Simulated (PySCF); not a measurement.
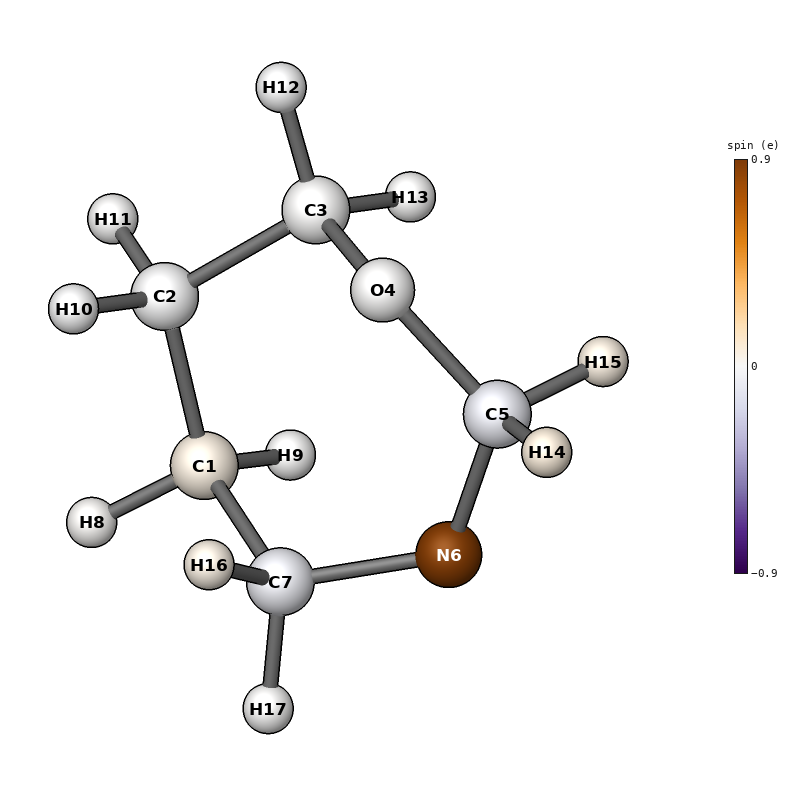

Atoms are coloured by their Mulliken spin populations. Charge 0, doublet. Computed geometry: GFN2-xTB optimisation. No frequency run is at hand to confirm it as a minimum. Method: UKS B3LYP, pcH-1 on C H N O, non-relativistic (PySCF 2.14.0).

Which atom carries the largest spin population?

N6 (0.87 e).

Which atom has the lowest spin population?

C5 (−0.07 e); a negative value comes from spin polarisation.

List the Mulliken spin populations.

| atom | value (e) |
| --- | --- |
| C1 | 0.06 |
| C2 | 0.00 |
| C3 | 0.00 |
| O4 | 0.00 |
| C5 | −0.07 |
| N6 | 0.87 |
| C7 | −0.06 |
| H8 | 0.01 |
| H9 | 0.00 |
| H10 | 0.00 |
| H11 | 0.00 |
| H12 | 0.00 |
| H13 | 0.00 |
| H14 | 0.07 |
| H15 | 0.06 |
| H16 | 0.05 |
| H17 | 0.00 |

Mulliken values depend strongly on the basis set.
